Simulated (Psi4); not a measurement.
# SiF3 (SMILES F[Si](F)F): U-wB97X/aug-cc-pVDZ

Aim: the energy change on altering one bond length of SiF3 at U-wB97X/aug-cc-pVDZ, from 2 runs. 

The calculation is run with Psi4 1.11.

### 1 The system as given

The species is SiF3 (4 atoms), meant as a doublet with charge 0. As SMILES, `F[Si](F)F`. The shape is that of a PBE0-D4/def2-TZVP optimisation.

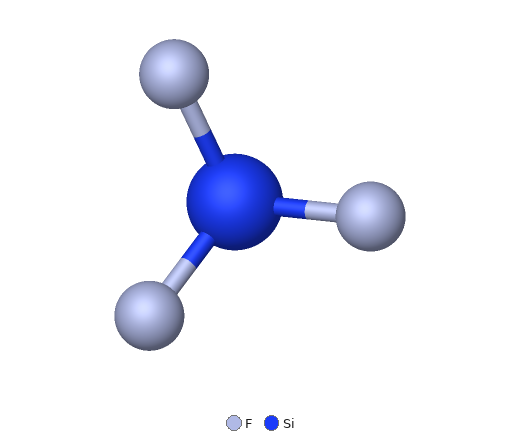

The structure, seen from a chosen angle (fluorine light blue, silicon blue).

### 2 Energy and gradient at U-wB97X/aug-cc-pVDZ

The input, calc.dat:

```
memory 1600 MB

molecule {
  0 2
  F
  Si 1 r2
  F 2 r3 1 a3
  F 2 r4 3 a4 1 d4

  r2 = 1.58113
  r3 = 1.581117
  a3 = 107.93279
  r4 = 1.581128
  a4 = 107.92824
  d4 = 116.38705
  symmetry c1
  no_reorient
  no_com
}

set reference uks
set puream true
set e_convergence 1e-09
set d_convergence 1e-08
set scf_type pk
set dft_radial_points 99
set dft_spherical_points 590
set maxiter 100

e, wfn = gradient('wb97x/aug-cc-pVDZ', return_wfn=True)
```

Command:

```bash
$ psi4 -i calc.dat -o calc.out -n 1
```

calc.out:

```text
[...]
  Running in c1 symmetry.
[...]
  Nuclear repulsion =  176.798443899773531
[...]
  Multiplicity = 2
[...]
  Nalpha       = 21
  Nbeta        = 20
[...]
    Number of basis functions: 96
[...]
   @UKS iter   1:  -588.97924637337803   -5.74908e-01   6.34990e-03 DIIS/ADIIS
[...]
   @UKS iter  11:  -589.10301358238837   -5.34328e-12   4.15155e-09 DIIS
[...]
   @S^2 Observed:                7.510561734E-01
[...]
    Orbital Energies [Eh]
    ---------------------
    Alpha Occupied:
       1A    -66.294409     2A    -24.798995     3A    -24.798977
       4A    -24.798969     5A     -5.527975     6A     -3.884803
       7A     -3.884802     8A     -3.884196     9A     -1.380987
      10A     -1.352070    11A     -1.352047    12A     -0.732135
      13A     -0.654066    14A     -0.654048    15A     -0.627533
      16A     -0.596812    17A     -0.596803    18A     -0.570654
      19A     -0.570635    20A     -0.553489    21A     -0.377327
    Alpha Virtual:
      22A      0.060084    23A      0.060092    24A      0.061150
      25A      0.078528    26A      0.144396    27A      0.144433
[...]
  @UKS Final Energy:  -589.10301358238837
   => Energetics <=
    Nuclear Repulsion Energy =            176.7984438997735310
    One-Electron Energy =               -1170.2876008713681131
    Two-Electron Energy =                 443.1554807588486256
    DFT Exchange-Correlation Energy =     -38.7693373696423578
    Empirical Dispersion Energy =           0.0000000000000000
    VV10 Nonlocal Energy =                  0.0000000000000000
    Total Energy =                       -589.1030135823883711
[...]
 Multipole Moments:
 ------------------------------------------------------------------------------------
     Multipole            Electronic (a.u.)      Nuclear  (a.u.)        Total (a.u.)
 ------------------------------------------------------------------------------------
 L = 1.  Multiply by 2.5417464519 to convert [e a0] to [Debye]
 Dipole X            :         -0.0509902            0.4251358            0.3741456
 Dipole Y            :         -0.0317920            0.2635390            0.2317470
 Dipole Z            :         -0.0229783            0.1918256            0.1688473
 Magnitude           :                                                    0.4713821
[...]
  -Total Gradient:
     Atom            X                  Y                   Z
    ------   -----------------  -----------------  -----------------
       1        0.000420443229     0.000238149462     0.033988165374
       2       -0.030058056515    -0.018667319348    -0.013540102077
       3        0.000404697233     0.032527655671    -0.010238416478
       4        0.029294527924    -0.014040583873    -0.010260355901
[...]
```

Wall time 67 s (1 thread of AMD EPYC 7R43 (Zen 3), shared host); peak memory 0.82 GiB.

### 3 The distorted shape

The input, job.json:

```json
{
 "schema_name": "qcschema_input",
 "schema_version": 1,
 "molecule": {
  "schema_name": "qcschema_molecule",
  "schema_version": 2,
  "symbols": ["F", "Si", "F", "F"],
  "geometry": [1.78577229, -1.1622855, 2.43644846, -0.53432006, 0.40262505, 0.44272504, -1.8788791, -1.68610813, -1.21762613, 0.93004761, 2.24164982, -1.40149648],
  "molecular_charge": 0,
  "molecular_multiplicity": 2,
  "fix_symmetry": "c1",
  "fix_com": true,
  "fix_orientation": true
 },
 "driver": "gradient",
 "model": {
  "method": "wb97x",
  "basis": "aug-cc-pVDZ"
 },
 "keywords": {
  "reference": "uks",
  "puream": true,
  "e_convergence": 1e-09,
  "d_convergence": 1e-08,
  "scf_type": "pk",
  "dft_radial_points": 99,
  "dft_spherical_points": 590,
  "maxiter": 100
 }
}
```

Command:

```bash
$ psi4 --qcschema job.json -n 1 --memory 1600MB
```

stdout:

```text
[...]
  Running in c1 symmetry.
[...]
  Nuclear repulsion =  168.918896827710569
[...]
  Multiplicity = 2
[...]
  Nalpha       = 21
  Nbeta        = 20
[...]
    Number of basis functions: 96
[...]
   @UKS iter   1:  -588.95368286695953   -7.41404e-01   6.50021e-03 DIIS/ADIIS
[...]
   @UKS iter  13:  -589.09027060282472   -1.81899e-12   6.84592e-09 DIIS
[...]
   @S^2 Observed:                7.517880619E-01
[...]
    Orbital Energies [Eh]
    ---------------------
    Alpha Occupied:
       1A    -66.318027     2A    -24.814166     3A    -24.814145
       4A    -24.766600     5A     -5.546310     6A     -3.903545
       7A     -3.903065     8A     -3.902521     9A     -1.386021
      10A     -1.365642    11A     -1.289645    12A     -0.734757
      13A     -0.660880    14A     -0.635733    15A     -0.628392
      16A     -0.593892    17A     -0.583384    18A     -0.578739
      19A     -0.531231    20A     -0.525597    21A     -0.396380
    Alpha Virtual:
      22A      0.053512    23A      0.056750    24A      0.059827
      25A      0.075727    26A      0.119251    27A      0.131094
[...]
  @UKS Final Energy:  -589.09027060282472
   => Energetics <=
    Nuclear Repulsion Energy =            168.9188968277105687
    One-Electron Energy =               -1154.6071466302876161
    Two-Electron Energy =                 435.2984682357482029
    DFT Exchange-Correlation Energy =     -38.7004890359959717
    Empirical Dispersion Energy =           0.0000000000000000
    VV10 Nonlocal Energy =                  0.0000000000000000
    Total Energy =                       -589.0902706028247167
[...]
 Multipole Moments:
 ------------------------------------------------------------------------------------
     Multipole            Electronic (a.u.)      Nuclear  (a.u.)        Total (a.u.)
 ------------------------------------------------------------------------------------
 L = 1.  Multiply by 2.5417464519 to convert [e a0] to [Debye]
 Dipole X            :         -0.6786557            0.0519864           -0.6266693
 Dipole Y            :          0.2707557            0.1760564            0.4468122
 Dipole Z            :         -4.5742227            4.5540832           -0.0201395
 Magnitude           :                                                    0.7699098
[...]
  -Total Gradient:
     Atom            X                  Y                   Z
    ------   -----------------  -----------------  -----------------
       1        0.045456092750    -0.030581405467     0.040443989118
       2       -0.042481090966     0.026854152541    -0.074377289503
       3        0.012503680656     0.021567925846     0.016104734243
       4       -0.015597058359    -0.017747495483     0.017946793385
[...]
```

The result, in JSON:

```text
{
 "driver": "gradient",
 "model": {
  "method": "wb97x",
  "basis": "aug-cc-pVDZ"
 },
 "success": true,
 "return_result": [0.045456092749774295, -0.03058140546709371, 0.04044398911800852, -0.04248109096572456, 0.026854152541388683, -0.07437728950251787, 0.012503680655603623, 0.021567925845720842, 0.016104734243402308, -0.015597058359206072, -0.017747495482739253, 0.017946793384801873],
 "properties": {
  "calcinfo_nbasis": 96,
  "calcinfo_nmo": 96,
  "calcinfo_nalpha": 21,
  "calcinfo_nbeta": 20,
  "calcinfo_natom": 4,
  "nuclear_repulsion_energy": 168.91889682771057,
  "return_energy": -589.0902706028247,
  "return_gradient": [0.045456092749774295, -0.03058140546709371, 0.04044398911800852, -0.04248109096572456, 0.026854152541388683, -0.07437728950251787, 0.012503680655603623, 0.021567925845720842, 0.016104734243402308, -0.015597058359206072, -0.017747495482739253, 0.017946793384801873],
  "scf_one_electron_energy": -1154.6071466302876,
  "scf_two_electron_energy": 435.2984682357482,
  "scf_xc_energy": -38.70048903599597,
  "scf_dipole_moment": [-0.6266692963575674, 0.44681215173757893, -0.020139451950017317],
  "scf_total_energy": -589.0902706028247,
  "scf_total_gradient": [0.045456092749774295, -0.03058140546709371, 0.04044398911800852, -0.04248109096572456, 0.026854152541388683, -0.07437728950251787, 0.012503680655603623, 0.021567925845720842, 0.016104734243402308, -0.015597058359206072, -0.017747495482739253, 0.017946793384801873],
  "scf_iterations": 13
 }
}
```

Wall time 72 s (1 thread of AMD EPYC 7R43 (Zen 3), shared host); peak memory 0.81 GiB.

### 4 Results

Level: U-wB97X/aug-cc-pVDZ.

| quantity | value |
| --- | --- |
| first shape: total energy | -589.10301 Eh |
| first shape: dipole moment | 1.20 D |
| first shape: HOMO energy (highest over α and β) | -10.27 eV |
| first shape: LUMO energy (lowest over α and β) | -2.51 eV |
| first shape: ⟨S²⟩ | 0.751 |
| first shape: largest force on an atom | 1.948 eV/Å |
| distorted shape: total energy | -589.09027 Eh |
| distorted shape: dipole moment | 1.96 D |
| distorted shape: HOMO energy (highest over α and β) | -10.79 eV |
| distorted shape: LUMO energy (lowest over α and β) | -2.99 eV |
| distorted shape: ⟨S²⟩ | 0.752 |
| distorted shape: largest force on an atom | 4.616 eV/Å |
| energy change with the F1–Si2 bond stretched from 1.581 to 1.818 Å | 0.347 eV |

In words: With the F1–Si2 bond stretched from 1.581 to 1.818 Å the energy rises by 0.35 eV (33.5 kJ/mol). The first shape isn't relaxed at this level, so the change isn't measured from a minimum. The largest force (first shape) is 1.95 eV/Å: the shape isn't a stationary point for this species at this level.
